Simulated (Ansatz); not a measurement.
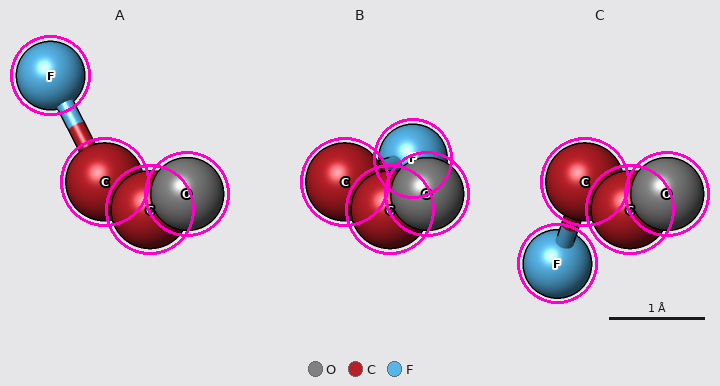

C$_{2}$OF (multiplicity 2): the O–C–C–F dihedral angle is varied, with the rest of the molecule carried along rigidly. Style: ball-and-stick. Shown almost along the central bond, with a slight tilt. The ringed atoms are those of the scanned coordinate.

Computed with Ansatz: PBE-D4, basis def2-TZVPP, on geometries moved rigidly from the minimum at PBE0-D4/def2-TZVP. Energies are counted from the PBE0-D4/def2-TZVP minimum geometry at the same level.

Q: Order these geometries by energy, lowest first.

A: Lowest first: C (the dihedral 180.0°, 0.0 kJ/mol), B (the dihedral 89.3°, 34.9 kJ/mol), A (the dihedral 341.3°, 85.0 kJ/mol). Over the whole scan: of the computed points the lowest is at the dihedral 180.0°, 0.0 kJ/mol. The highest point, at 17.3°, lies 85.6 kJ/mol above the lowest and gives an upper estimate of the barrier to rotation, since the rotor is rigid.
